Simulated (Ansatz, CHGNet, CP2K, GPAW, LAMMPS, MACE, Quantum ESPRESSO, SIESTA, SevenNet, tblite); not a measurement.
**SIESTA on amorphous Si (114 atoms): settings against a plane-wave reference**

Aim: run amorphous Si (114 atoms) in SIESTA and see how near its forces come to a plane-wave reference, and at what cost.

Method: the method is named at each step, in SIESTA 5.4.2.

## Step 1: Set-up

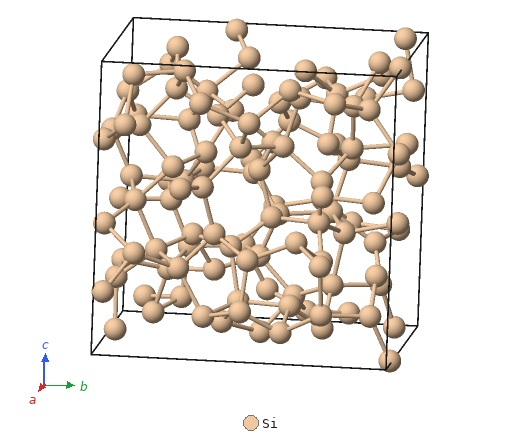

Start, viewed slightly off an axis; silicon light orange. Some periodic images of atoms are drawn too.

The cell holds 114 atoms: 114 Si. Cell: a = 13.280 Å, b = 13.280 Å, c = 13.280 Å, α = 90.0°, β = 90.0°, γ = 90.0°. 114 atoms (114 Si) placed at random at 2.27 g/cm³, melted at 3500 K for 10 ps at fixed volume with the Tersoff potential (Tersoff, Phys. Rev. B 39, 5566 (1989)). Quenched from 3500 K to 700 K at 10 K/ps and fixed volume, annealed at 1200 K for 20 ps, held 5 ps.

The yardstick, on the same geometry:

- method: Kohn-Sham DFT, PBE, SSSP efficiency 1.3.0 pseudopotentials, plane waves (Quantum ESPRESSO 7.5); sssp-pbe-1.3.0-efficiency, cutoffs 45/360 Ry, Γ point
- r.m.s. force component: 0.8128 eV/Å
- longest force: 3.968 eV/Å
- pressure: 0.7543 GPa
- time: 4.5 min on 4 MPI ranks of Arm Neoverse V2, shared host
- CPU time: 18 min

## Step 2: PBE, DZP, shift 0.01 Ry, mesh 300 Ry

Method: Kohn-Sham DFT, PBE, PseudoDojo 0.4.1 norm-conserving pseudopotentials (converted to PSML), numerical atomic orbitals (DZP), diagonalisation.

The .psml files are PseudoDojo norm-conserving potentials that we converted to this format, checked against plane waves on the same files for H, C, O, Si, Ge and Ca alone.

File input.fdf:

```
SystemLabel cell
NumberOfAtoms 114
NumberOfSpecies 1
%block ChemicalSpeciesLabel
  1 14 Si
%endblock ChemicalSpeciesLabel
LatticeConstant 1.0 Ang
%block LatticeVectors
  13.28010 0.00000 0.00000
  0.00000 13.28010 0.00000
  0.00000 0.00000 13.28010
%endblock LatticeVectors
PAO.BasisSize DZP
PAO.EnergyShift 0.01 Ry
XC.Functional GGA
XC.Authors PBE
MeshCutoff 300 Ry
%block kgrid_Monkhorst_Pack
  1 0 0 0.0
  0 1 0 0.0
  0 0 1 0.0
%endblock kgrid_Monkhorst_Pack
SolutionMethod diagon
OccupationFunction FD
ElectronicTemperature 580 K
SCF.Mixer.Method Pulay
SCF.Mixer.Weight 0.05
SCF.Mixer.History 8
SCF.Mix Hamiltonian
MaxSCFIterations 300
SCF.DM.Tolerance 1e-04
SCF.H.Tolerance 1.0e-3 eV
WriteForces T
Write.HirshfeldPop T
Write.VoronoiPop T
Write.DM F
Write.H F
XML.Write F
AtomicCoordinatesFormat Fractional
%block AtomicCoordinatesAndAtomicSpecies
  0.27271 0.45527 0.53575 1
  0.65663 0.82404 0.83841 1
  0.28044 0.28470 0.54529 1
  0.68500 0.36899 0.78863 1
  0.31388 0.48726 0.26038 1
  0.30605 0.13398 0.04851 1
  0.54733 0.54833 0.42920 1
  0.80753 0.00961 0.42012 1
  0.33360 0.61136 0.13283 1
  0.27329 0.00607 0.42592 1
  0.34828 0.90577 0.18817 1
  0.84802 0.34094 0.56586 1
  0.67982 0.59206 0.69285 1
  0.09659 0.42724 0.55374 1
  0.06306 0.54724 0.68574 1
  0.92123 0.12448 0.34078 1
  0.86481 0.62757 0.91300 1
  0.20791 0.17096 0.42061 1
  0.69556 0.72938 0.58116 1
  0.35845 0.55137 0.41212 1
  0.45202 0.23569 0.52462 1
  0.85181 0.62236 0.08458 1
  0.63891 0.42288 0.33733 1
  0.04639 0.07653 0.06183 1
  0.71649 0.73996 0.31224 1
  0.55154 0.50120 0.58959 1
  0.88905 0.75281 0.56004 1
  0.56509 0.73474 0.06295 1
  0.45168 0.03915 0.24477 1
  0.17575 0.63924 0.05761 1
  0.91976 0.10176 0.94897 1
  0.22986 0.22526 0.69826 1
  0.65896 0.45675 0.15560 1
  0.15568 0.21279 0.08226 1
  0.69617 0.10654 0.74388 1
  0.81131 0.99279 0.00140 1
  0.06117 0.93045 0.33458 1
  0.45480 0.78686 0.37452 1
  0.25671 0.77330 0.59441 1
  0.50999 0.06460 0.54133 1
  0.45079 0.96640 0.41547 1
  0.85641 0.92455 0.15657 1
  0.05285 0.77062 0.03976 1
  0.99969 0.76421 0.33941 1
  0.06921 0.70790 0.61482 1
  0.73661 0.92882 0.27675 1
  0.40102 0.03122 0.81285 1
  0.65873 0.17291 0.31677 1
  0.38140 0.73789 0.83334 1
  0.10876 0.67394 0.43203 1
  0.38440 0.52609 0.66045 1
  0.07450 0.50858 0.39427 1
  0.99628 0.28205 0.57908 1
  0.28619 0.72410 0.41791 1
  0.70243 0.22642 0.87601 1
  0.25603 0.04752 0.70885 1
[... 54 atom lines left out ...]
  0.85651 0.26712 0.96059 1
  0.63881 0.04135 0.03515 1
  0.62556 0.03781 0.21191 1
  0.22034 0.94236 0.57356 1
%endblock AtomicCoordinatesAndAtomicSpecies
```

Command:

```console
$ OMP_NUM_THREADS=1 mpirun -np 2 siesta < input.fdf > output.txt
```

What it wrote:

```text
Version         : 5.4.2
reinit: System Name:
reinit: System Label: cell
initatom: Reading input for the pseudopotentials and atomic orbitals ----------
Species number:   1 Atomic number:   14 Label: Si
Ground state valence configuration (from tables):   3s02  3p02  3d00  4f00
---- Processing specs for species: Si
GGA--PBE XC_GGA_X_PBE--XC_GGA_C_PBE pb
Si pseudopotential only contains V_ls up to l=2 -- lmxkb reset.
Using PAO.SplitTailNorm
%block ChemicalSpeciesLabel
    1   14 Si                      # Species index, atomic number, species label
%endblock ChemicalSpeciesLabel
%block PAO.Basis                 # Define Basis set
Si                    2                    # Species label, number of l-shells
 n=3   0   2                         # n, l, Nzeta
   5.392      3.847
   1.000      1.000
 n=3   1   2 P   1                   # n, l, Nzeta, Polarization, NzetaPol
   6.844      4.952
   1.000      1.000
%endblock PAO.Basis
coor:   Atomic-coordinates input format  =     Fractional
siesta: System type = bulk
initatomlists: Number of atoms, orbitals, and projectors:    114  1482  2052
siesta: ******************** Simulation parameters ****************************
Total number of electrons:   456.000000
Total ionic charge:   456.000000
 Kpoints in:            1 . Kpoints trimmed:            1
siesta: k-grid: Number of k-points = 1
siesta: k-points from Monkhorst-Pack grid
siesta: k-cutoff (effective) =     6.640 Ang
siesta: k-point supercell and displacements
siesta: k-grid:     1     0     0      0.000
siesta: k-grid:     0     1     0      0.000
siesta: k-grid:     0     0     1      0.000
                     ====================================
                        Single-point calculation
                     ====================================
outcell: Unit cell vectors (Ang):
       13.280100    0.000000    0.000000
        0.000000   13.280100    0.000000
        0.000000    0.000000   13.280100
outcell: Cell vector modules (Ang)   :   13.280100   13.280100   13.280100
outcell: Cell angles (23,13,12) (deg):     90.0000     90.0000     90.0000
outcell: Cell volume (Ang**3)        :   2342.0925
Gamma-point calculation with multiply-connected orbital pairs
Gamma-point calculation with multiply-connected orbital pairs
Folding of H and S implicitly performed
Folding of H and S implicitly performed
new_DM -- step:     1
Initializing Density Matrix...
Attempting to read DM from file... Failed...
DM filled with atomic data:
InitMesh: MESH = 144 x 144 x 144 = 2985984
InitMesh: Mesh cutoff (required, used) =   300.000   324.956 Ry
stepf: Fermi-Dirac step function
        iscf     Eharris(eV)        E_KS(eV)     FreeEng(eV)     dDmax    Ef(eV) dHmax(eV)
   scf:    1   -13015.205485   -13079.197913   -13079.337692  1.699160 -4.391757  2.957661
   scf:    2   -13081.627593   -13080.558322   -13080.694589  0.014960 -4.405803  1.515445
   scf:    3   -13082.262003   -13081.584420   -13081.722735  0.015702 -4.414316  0.756069
   scf:    4   -13082.472147   -13082.096475   -13082.242630  0.007035 -4.403691  0.404797
   scf:    5   -13082.461981   -13082.306974   -13082.458085  0.005487 -4.390276  0.241034
   scf:    6   -13082.421461   -13082.370513   -13082.524014  0.003607 -4.379959  0.168556
   scf:    7   -13082.419724   -13082.397797   -13082.553130  0.003037 -4.371984  0.120430
   scf:    8   -13082.422963   -13082.412802   -13082.569334  0.003235 -4.362256  0.053767
   scf:    9   -13082.415922   -13082.414722   -13082.571790  0.001586 -4.359455  0.046904
   scf:   10   -13082.416632   -13082.415822   -13082.572895  0.000628 -4.357719  0.026119
   scf:   11   -13082.417612   -13082.416828   -13082.573939  0.001177 -4.355870  0.009564
   scf:   12   -13082.417086   -13082.416961   -13082.574077  0.000227 -4.355586  0.006946
   scf:   13   -13082.417318   -13082.417162   -13082.574304  0.000548 -4.354969  0.003534
   scf:   14   -13082.417194   -13082.417180   -13082.574348  0.000166 -4.354791  0.002019
   scf:   15   -13082.417183   -13082.417182   -13082.574368  0.000116 -4.354691  0.001497
   scf:   16   -13082.417231   -13082.417208   -13082.574390  0.000165 -4.354685  0.000952
   scf:   17   -13082.417223   -13082.417215   -13082.574393  0.000035 -4.354717  0.000645
SCF Convergence by DM+H criterion
max |DM_out - DM_in|         :     0.0000352812
max |H_out - H_in|      (eV) :     0.0006450578
SCF cycle converged after 17 iterations
Using DM_out to compute the final energy and forces
siesta: E_KS(eV) =           -13082.4172
siesta: E_KS - E_eggbox =    -13082.4172
siesta: Atomic forces (eV/Ang):
     1    0.215633    0.502190   -0.015110
     2   -0.600125   -0.624213    0.440639
     3    0.824921   -0.896286   -1.205630
     4    0.512388    0.470806   -1.212384
     5    1.132372   -0.636416   -0.823255
     6   -0.003916   -1.071998   -0.333049
     7   -0.620395   -0.030349   -1.511081
     8    0.631257   -0.703503   -0.236321
     9   -0.278183    0.966840    1.439128
    10    1.382627   -0.582903   -0.907799
    11    0.374184   -0.633170    0.298074
    12   -3.986167    0.932713    0.687540
[...]
110    0.067794   -0.356790   -1.001748
   111   -0.709589   -0.099309    0.552712
   112    0.430745    1.476820    0.600060
   113   -1.188281    0.467865   -0.846120
   114   -0.026224    0.055249    0.708934
----------------------------------------
   Tot   -0.000393   -0.000181    0.000963
----------------------------------------
   Max    3.986167
   Res    0.851241    sqrt( Sum f_i^2 / 3N )
----------------------------------------
   Max    3.986167    constrained
Stress tensor Voigt[x,y,z,yz,xz,xy] (kbar):      -19.60       -4.63      -15.08        9.95        3.67       -6.03
(Free)E + p*V (eV/cell)   -13063.4195
Target enthalpy (eV/cell)   -13082.5744
siesta: Program's energy decomposition (eV):
siesta: Ebs     =     -4349.189246
siesta: Eions   =     22107.980634
siesta: Ena     =      7048.671170
siesta: Ekin    =      4693.289484
siesta: Enl     =      1830.366042
siesta: DEna    =       203.485675
siesta: DUscf   =        15.834951
siesta: Ex      =     -4182.604079
siesta: Ec      =      -583.479825
siesta: Exc     =     -4766.083904
siesta: Eharris =    -13082.417223
siesta: Etot    =    -13082.417215
siesta: FreeEng =    -13082.574393
siesta: Final energy (eV):
siesta:  Band Struct. =   -4349.189246
siesta:       Kinetic =    4693.289484
siesta:       Hartree =    1091.732628
siesta:         Exch. =   -4182.604079
siesta:         Corr. =    -583.479825
siesta:   Exch.-corr. =   -4766.083904
siesta:  Ion-electron =   -6248.382591
siesta:       Ion-ion =   -7852.972833
siesta:         Total =  -13082.417215
siesta:         Fermi =      -4.354717
siesta: Stress tensor (static) (eV/Ang**3):
siesta:    -0.012234   -0.003761    0.002294
siesta:    -0.003761   -0.002892    0.006207
siesta:     0.002294    0.006207   -0.009409
siesta: Cell volume =       2342.092460 Ang**3
siesta: Pressure (static):
siesta:                Solid            Molecule  Units
siesta:           0.00008908          0.00016709  Ry/Bohr**3
siesta:           0.00817853          0.01534179  eV/Ang**3
siesta:          13.10345730         24.58026005  kBar
    Orbital volume contribution        =          86.238601 eV
    (Free)E + p_basis*V_orbitals       =      -12996.335792 eV
    (Free)Eharris+ p_basis*V_orbitals  =      -12996.335800 eV
Hirshfeld Atomic Populations:
Atom #   charge [q] valence [e]  Species
     1     0.002884    3.997116  Si
     2     0.000547    3.999453  Si
     3     0.004425    3.995575  Si
     4     0.015101    3.984899  Si
     5    -0.015864    4.015864  Si
     6    -0.014989    4.014989  Si
     7    -0.007397    4.007397  Si
     8     0.010656    3.989344  Si
     9    -0.000446    4.000446  Si
    10    -0.014477    4.014477  Si
    11    -0.016098    4.016098  Si
    12     0.014357    3.985643  Si
[...]
--------------------
 Total    -0.000004
Voronoi Atomic Populations:
Atom #   charge [q] valence [e]  Species
[...]
110    -0.010409    4.010409  Si
   111     0.008788    3.991212  Si
   112     0.000113    3.999887  Si
   113    -0.016770    4.016770  Si
   114    -0.002625    4.002625  Si
--------------------
 Total    -0.000004
```

Run time: 4.2 min. Hardware: 2 MPI ranks of Arm Neoverse V2, shared host; peak memory 2.4 GiB; 8.5 min of CPU time.

Banners, paths, timers and routine set-up lines are dropped from the logs unmarked, and long logs keep their key lines alone; longer cuts are marked.

Against the reference:

```
r.m.s. force component                  : 0.8512 eV/Å
r.m.s. difference of force components   : 47.05 meV/Å
longest difference of force vectors     : 187.5 meV/Å
force difference over r.m.s. force      : 5.788 %
slope of forces against the reference's : 1.047
correlation of force components         : 0.9995
pressure                                : 1.31 GPa
pressure difference                     : 0.556 GPa
```

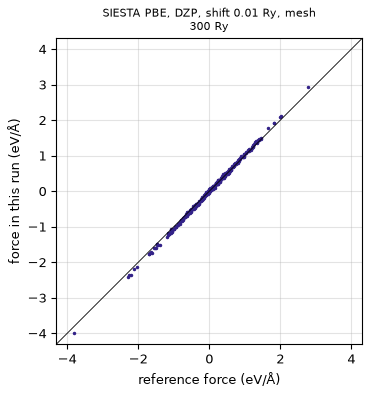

Force components against those of the reference; the line marks equality.

The surroundings of Si46, picked at random, nearest first, numbered as they follow in the input and with coordinates relative to it.

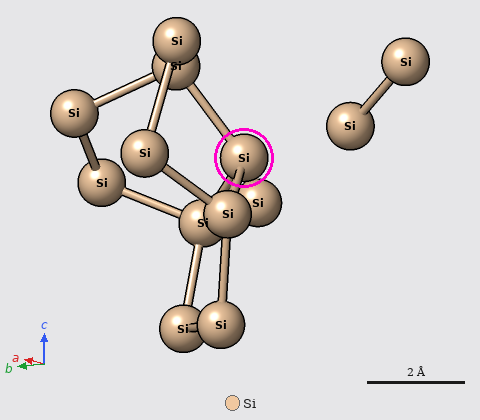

The atoms of the table, within 3.9 Å (arrows a, b, c point along x, y, z); some may hide others; the central atom is ringed.

```
 atom      x      y      z  distance (Å)  bonds  Hirshfeld charge (e)     Fx     Fy  Fz (eV/Å)
 Si46   0.00   0.00   0.00          0.00      4                  0.00  -0.14  -2.13       1.38
Si113  -1.47   1.45  -0.86          2.24      4                 -0.02  -1.19   0.47      -0.85
 Si42   1.59  -0.06  -1.60          2.25      4                  0.00   0.47  -0.55      -0.45
  Si8   0.94   1.07   1.90          2.38      4                  0.01   0.63  -0.70      -0.24
 Si25  -0.27  -2.51   0.47          2.57      4                  0.01   1.33   0.25      -2.34
 Si48  -1.03   3.24   0.53          3.44      4                 -0.01  -0.04   0.29       0.44
 Si96   3.26   1.35  -0.83          3.62      4                 -0.01   0.36  -0.44      -0.18
 Si58  -0.77   2.25   2.77          3.65      4                 -0.01  -1.19   1.37      -0.36
 Si16   2.45   2.60   0.85          3.67      4                  0.00  -1.60   1.41      -0.48
 Si77   2.61  -2.16  -1.50          3.70      4                 -0.01   0.50  -0.45       0.16
Si112  -1.30   1.49  -3.21          3.77      4                  0.00   0.43   1.48       0.60
 Si36   0.99   0.85  -3.66          3.88      4                  0.00  -2.37  -1.52       0.06
Si106  -1.79  -2.85   2.00          3.91      4                 -0.02  -0.73  -0.59       1.92
```

Forces lie 5.8 % from the reference's, at 0.47 times its CPU time (on 2 against 4 cores).

## Step 3: PBE, SZ, shift 0.01 Ry, mesh 300 Ry

Method: Kohn-Sham DFT, PBE, PseudoDojo 0.4.1 norm-conserving pseudopotentials (converted to PSML), numerical atomic orbitals (SZ), diagonalisation.

input.fdf: that of step 2 with these lines changed.

```diff
@@ -12,3 +12,3 @@
 %endblock LatticeVectors
-PAO.BasisSize DZP
+PAO.BasisSize SZ
 PAO.EnergyShift 0.01 Ry
```

Command:

```console
$ OMP_NUM_THREADS=1 siesta < input.fdf > output.txt
```

What it wrote:

```text
Version         : 5.4.2
reinit: System Name:
reinit: System Label: cell
initatom: Reading input for the pseudopotentials and atomic orbitals ----------
Species number:   1 Atomic number:   14 Label: Si
Ground state valence configuration (from tables):   3s02  3p02  3d00  4f00
---- Processing specs for species: Si
GGA--PBE XC_GGA_X_PBE--XC_GGA_C_PBE pb
Using PAO.SplitTailNorm
%block ChemicalSpeciesLabel
    1   14 Si                      # Species index, atomic number, species label
%endblock ChemicalSpeciesLabel
%block PAO.Basis                 # Define Basis set
[... lines left out ...]
stepf: Fermi-Dirac step function
        iscf     Eharris(eV)        E_KS(eV)     FreeEng(eV)     dDmax    Ef(eV) dHmax(eV)
[... lines left out ...]
SCF Convergence by DM+H criterion
[... lines left out ...]
SCF cycle converged after 17 iterations
[... lines left out ...]
   Max    5.233170
[... lines left out ...]
   Max    5.233170    constrained
Stress tensor Voigt[x,y,z,yz,xz,xy] (kbar):     -117.94      -95.92     -107.50       10.64        4.63       -5.24
[... lines left out ...]
siesta: FreeEng =    -12987.359201
[... lines left out ...]
siesta:       Kinetic =    4510.822406
siesta:       Hartree =     923.086441
siesta:         Exch. =   -4118.125278
siesta:         Corr. =    -589.269552
siesta:   Exch.-corr. =   -4707.394830
siesta:  Ion-electron =   -5860.820151
siesta:       Ion-ion =   -7852.972833
siesta:         Total =  -12987.278967
siesta:         Fermi =      -3.952292
siesta: Stress tensor (static) (eV/Ang**3):
siesta:    -0.073610   -0.003272    0.002888
siesta:    -0.003272   -0.059869    0.006640
siesta:     0.002888    0.006640   -0.067097
siesta: Cell volume =       2342.092460 Ang**3
siesta: Pressure (static):
siesta:                Solid            Molecule  Units
siesta:           0.00072818          0.00080567  Ry/Bohr**3
siesta:           0.06685867          0.07397315  eV/Ang**3
siesta:         107.11940360        118.51805266  kBar
    Orbital volume contribution        =          42.166580 eV
    (Free)E + p_basis*V_orbitals       =      -12945.192621 eV
    (Free)Eharris+ p_basis*V_orbitals  =      -12945.192627 eV
Hirshfeld Atomic Populations:
Atom #   charge [q] valence [e]  Species
     1    -0.002258    4.002258  Si
     2    -0.001918    4.001918  Si
     3     0.018785    3.981215  Si
[...]
--------------------
 Total    -0.000002
Voronoi Atomic Populations:
Atom #   charge [q] valence [e]  Species
[...]
113    -0.007543    4.007543  Si
   114     0.007459    3.992541  Si
--------------------
 Total    -0.000003
```

Elapsed: 2 min, on 1 thread; peak memory 0.99 GiB.

Against the reference:

```
r.m.s. force component                  : 1.207 eV/Å
r.m.s. difference of force components   : 456.8 meV/Å
longest difference of force vectors     : 1608 meV/Å
force difference over r.m.s. force      : 56.19 %
slope of forces against the reference's : 1.444
correlation of force components         : 0.9728
pressure                                : 10.71 GPa
pressure difference                     : 9.958 GPa
```

This is a coarse setting, run to see what it loses.

Against the first run (5.8 %), the force difference from the reference is 56 %, at 0.23 times the CPU time (on 1 against 2 cores), with 456 basis functions against 1482: the smaller basis costs accuracy.

[end of part 1 of 2]

[Also dropped from logs without a mark: logging warnings of Python, and SIESTA's first energy breakdown and zero terms.]

[Logs are printed without paths, hosts, clocks, repeated set-up lines and the standing remarks that a program may print on its own settings, such as how far it seeks lower states.]

[Hosts, paths, dates, database ids (printed as entryN), source tags and the programs' standing remarks are cut or masked in the printed files.]
